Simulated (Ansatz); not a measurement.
# C3H10OSn: small, medium and large basis sets

How large a basis does C3H10OSn need? Two functionals are run in growing sets.

Program: Ansatz 0.2.0, Gaussian basis. Level of theory: one geometry, several basis sets. These are calculated values, not measurements.

The runs, in order: PBE0-D4/def2-SVP; ωB97M-V/def2-SVP; PBE0-D4/def2-QZVPP; ωB97M-V/def2-QZVPP; the functionals' def2-TZVPP values are taken from earlier runs.

1 further run of the same task is left out (for a known fault of the program). Runs told in other sessions of the task aren't counted.

## Step 1: The geometry

All runs share one geometry, relaxed beforehand with PBE0-D4 in a triple-zeta def2 set. Sn takes the def2 core potential; no spin-orbit term is included.

SMILES `[CH3][Sn]([CH3])([CH3])[OH]`, 15 atoms, charge 0, spin multiplicity 1.

Atoms are counted from 1 here; the program's logs count them from 0.

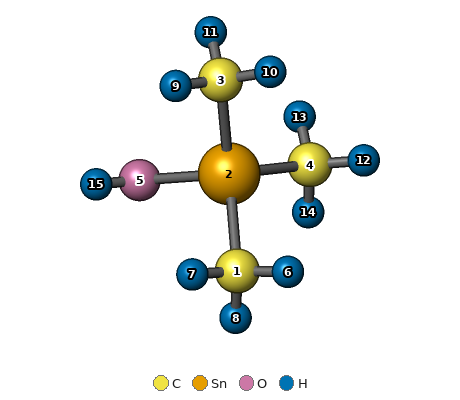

The geometry (carbon yellow, tin amber, oxygen pink, hydrogen blue); atoms are numbered from 1 in the order of the file.

## Step 2: PBE0-D4 in def2-SVP

Input file in.yaml:

```yaml
crystal:
  periodic: [false, false, false]
  atoms:
    - {symbol: C, position_ang: [-1.900774, 0.801568, 0.101783]}
    - {symbol: Sn, position_ang: [0.112266, 0.119800, -0.160240]}
    - {symbol: C, position_ang: [1.178070, 0.049726, 1.695836]}
    - {symbol: C, position_ang: [0.261912, -1.675206, -1.296563]}
    - {symbol: O, position_ang: [1.038650, 1.421672, -1.335027]}
    - {symbol: H, position_ang: [-2.475709, 0.078777, 0.683247]}
    - {symbol: H, position_ang: [-1.910581, 1.757473, 0.627269]}
    - {symbol: H, position_ang: [-2.374916, 0.929077, -0.871835]}
    - {symbol: H, position_ang: [1.128686, 1.017624, 2.196569]}
    - {symbol: H, position_ang: [0.746809, -0.705563, 2.355096]}
    - {symbol: H, position_ang: [2.223424, -0.198681, 1.510034]}
    - {symbol: H, position_ang: [-0.209507, -2.508031, -0.773122]}
    - {symbol: H, position_ang: [1.312490, -1.911547, -1.466844]}
    - {symbol: H, position_ang: [-0.228813, -1.537906, -2.260365]}
    - {symbol: H, position_ang: [1.075994, 2.310317, -0.976737]}
basis:
  gaussian: {orbitals: def2-SVP}
hamiltonian: {xc: pbe0, dispersion: d4}
output: {orbitals: {seedname: orbitals}}
```

The run is started by

```
ansatz run in.yaml --threads 4 --pin off --events-out ev --progress --plain --max-ram 11315MiB
```

The program printed:

```text
Functional definition: PBE0
  name "PBE0"
  cite "Adamo & Barone, J. Chem. Phys. 110, 6158 (1999) doi:10.1063/1.478522"
  cite "Perdew, Burke & Ernzerhof, Phys. Rev. Lett. 77, 3865 (1996) doi:10.1103/PhysRevLett.77.3865"
  parent pbe
  parameter a = 0.25
  parameter kappa = 0.804
  parameter beta = 0.06672455060314922
  exchange = (1 - a)*pbe_x(kappa = kappa, mu = beta*pi^2/3) + a*exact_x
  correlation = pbe_c(beta = beta)
1551 factors; their error is unknown
mean field evaluation 1: about -11128.0521 eV, gradient 8.2e1 eV
mean field evaluation 2: about -11118.0642 eV, gradient 1.1e2 eV
mean field evaluation 4: about -11142.7952 eV, gradient 3.1e0 eV
mean field evaluation 8: about -11142.8116 eV, gradient 3.0e-2 eV
mean field evaluation 16: about -11142.8781 eV, gradient 5.7e-5 eV
mean field -11142.87814391 eV, -409.4932188745 hartree, gradient 5.7e-5 eV, S^2 0.000000; 0 other end points of the search recorded, 0 dependent functions left out
reference -11142.87817708 eV, -409.4932200937 hartree; 29, 29 occupied and 103, 103 virtual orbitals, 1551 factors
Total energy: -11143.13186067 eV, -409.5025427935 hartree
```

Run time: 1.6 s. Hardware: 4 threads of Arm Neoverse V1, shared host; peak memory 0.34 GiB.

## Step 3: ωB97M-V in def2-SVP

Edit in.yaml of step 2 so:

```diff
@@ -20,3 +20,3 @@
   gaussian: {orbitals: def2-SVP}
-hamiltonian: {xc: pbe0, dispersion: d4}
+hamiltonian: {xc: {name: wB97M-V}}
 output: {orbitals: {seedname: orbitals}}
```

Launched as before.

The program printed (excerpt; [...] marks lines left out):

```text
Functional definition: wB97M-V
  name "wB97M-V"
  cite "Mardirossian & Head-Gordon, J. Chem. Phys. 144, 214110 (2016) doi:10.1063/1.4952647"
  cite "Becke, J. Chem. Phys. 107, 8554 (1997) doi:10.1063/1.475007"
  cite "Vydrov & Van Voorhis, J. Chem. Phys. 133, 244103 (2010) doi:10.1063/1.3521275"
  # Of w^i u^j: cxij and so on, Table III.
[...]
  gx(w, u) = 1 - cx + cx01*u + cx10*w
  gss(w, u) = css00 + css04*u^4 + css10*w + css20*w^2 + css43*w^4*u^3
  gos(w, u) = cos00 + cos10*w + (cos20 + cos21*u)*w^2 + (cos60 + cos61*u)*w^6
[...]
      + integral(e_c_pw_mod_opposite_spin*gos(b97_w_opposite, b97_u_opposite)) + vv10(b, c)
1537 factors; their error is unknown
396 factors; integrals over basis functions are off by at most 7.2e-6 eV
[...]
mean field -11144.59747890 eV, -409.5564032702 hartree, gradient 3.2e-5 eV, S^2 0.000000; 0 other end points of the search recorded, 0 dependent functions left out
reference -11144.59752985 eV, -409.5564051423 hartree; 29, 29 occupied and 103, 103 virtual orbitals, 1537 factors
Total energy: -11144.59752985 eV, -409.5564051423 hartree
```

It took 7 s on 4 threads of Arm Neoverse V1, shared host; peak memory 0.47 GiB.

## Step 4: PBE0-D4 in def2-QZVPP

Edit in.yaml of step 3 so:

```diff
@@ -19,4 +19,4 @@
 basis:
-  gaussian: {orbitals: def2-SVP}
-hamiltonian: {xc: {name: wB97M-V}}
+  gaussian: {orbitals: "def2-QZVPP.json"}
+hamiltonian: {xc: pbe0, dispersion: d4}
 output: {orbitals: {seedname: orbitals}}
```

Launched as before.

The program printed:

```text
Functional definition: PBE0
  name "PBE0"
  cite "Adamo & Barone, J. Chem. Phys. 110, 6158 (1999) doi:10.1063/1.478522"
  cite "Perdew, Burke & Ernzerhof, Phys. Rev. Lett. 77, 3865 (1996) doi:10.1103/PhysRevLett.77.3865"
  parent pbe
  parameter a = 0.25
  parameter kappa = 0.804
  parameter beta = 0.06672455060314922
  exchange = (1 - a)*pbe_x(kappa = kappa, mu = beta*pi^2/3) + a*exact_x
  correlation = pbe_c(beta = beta)
1796 factors; their error is unknown
mean field evaluation 1: about -11130.0250 eV, gradient 1.0e2 eV
mean field evaluation 2: about -11114.0126 eV, gradient 1.3e2 eV
mean field evaluation 4: about -11149.9057 eV, gradient 5.8e0 eV
mean field evaluation 8: about -11149.9674 eV, gradient 7.0e-2 eV
mean field evaluation 16: about -11150.0278 eV, gradient 1.7e-4 eV
mean field -11150.02782677 eV, -409.7559648735 hartree, gradient 1.2e-5 eV, S^2 0.000000; 0 other end points of the search recorded, 0 dependent functions left out
reference -11150.02787827 eV, -409.7559667662 hartree; 29, 29 occupied and 581, 581 virtual orbitals, 1796 factors
Total energy: -11150.28156186 eV, -409.7652894660 hartree
```

Run time: 14 s. Hardware: 4 threads of Arm Neoverse V1, shared host; peak memory 2.6 GiB.

## Step 5: ωB97M-V in def2-QZVPP

Edit in.yaml of step 4 so:

```diff
@@ -20,3 +20,3 @@
   gaussian: {orbitals: "def2-QZVPP.json"}
-hamiltonian: {xc: pbe0, dispersion: d4}
+hamiltonian: {xc: {name: wB97M-V}}
 output: {orbitals: {seedname: orbitals}}
```

The command is unchanged.

The program printed (excerpt; [...] marks lines left out):

```text
Functional definition: wB97M-V
  name "wB97M-V"
  cite "Mardirossian & Head-Gordon, J. Chem. Phys. 144, 214110 (2016) doi:10.1063/1.4952647"
  cite "Becke, J. Chem. Phys. 107, 8554 (1997) doi:10.1063/1.475007"
  cite "Vydrov & Van Voorhis, J. Chem. Phys. 133, 244103 (2010) doi:10.1063/1.3521275"
  # Of w^i u^j: cxij and so on, Table III.
[...]
  gx(w, u) = 1 - cx + cx01*u + cx10*w
  gss(w, u) = css00 + css04*u^4 + css10*w + css20*w^2 + css43*w^4*u^3
  gos(w, u) = cos00 + cos10*w + (cos20 + cos21*u)*w^2 + (cos60 + cos61*u)*w^6
[...]
      + integral(e_c_pw_mod_opposite_spin*gos(b97_w_opposite, b97_u_opposite)) + vv10(b, c)
1779 factors; their error is unknown
503 factors; integrals over basis functions are off by at most 6.1e-6 eV
[...]
mean field -11152.08203541 eV, -409.8314556487 hartree, gradient 5.4e-5 eV, S^2 0.000000; 0 other end points of the search recorded, 0 dependent functions left out
reference -11152.08211790 eV, -409.8314586801 hartree; 29, 29 occupied and 581, 581 virtual orbitals, 1779 factors
Total energy: -11152.08211790 eV, -409.8314586801 hartree
```

Run time: 36 s. Hardware: 4 threads of Arm Neoverse V1, shared host; peak memory 2.9 GiB.

## Step 6: Density functionals: the series

The def2-TZVPP values come from earlier runs at the same geometry.

```
functional       basis  functions  energy (eV)  from the largest (eV)  HOMO (eV)  LUMO (eV)
   PBE0-D4    def2-SVP        132  -11143.1319                  7.150      -7.26       0.81
   PBE0-D4  def2-TZVPP        314  -11149.8931                  0.388      -7.46       0.30
   PBE0-D4  def2-QZVPP        610  -11150.2816                  0.000      -7.49      -0.05
   ωB97M-V    def2-SVP        132  -11144.5975                  7.485      -9.55       2.50
   ωB97M-V  def2-TZVPP        314  -11151.6984                  0.384      -9.73       1.77
   ωB97M-V  def2-QZVPP        610  -11152.0821                  0.000      -9.75       1.14
```

## Step 7: What came out

| quantity | value |
| --- | --- |
| PBE0-D4: double and triple zeta above quadruple | 7.15, 0.39 eV |
| ωB97M-V: double and triple zeta above quadruple | 7.48, 0.38 eV |

For PBE0-D4 the step from double to triple zeta gains 6.76 eV and the next only 0.39 eV. These are total energies; as a rule much of such shifts cancels in differences, which this series doesn't test. The LUMO of ωB97M-V is positive and keeps falling with the basis (2.50 to 1.14 eV): an unbound level that the basis holds in place.

For PBE0-D4 the largest set took about 8 times as long as the smallest (14 s against 1.6 s).
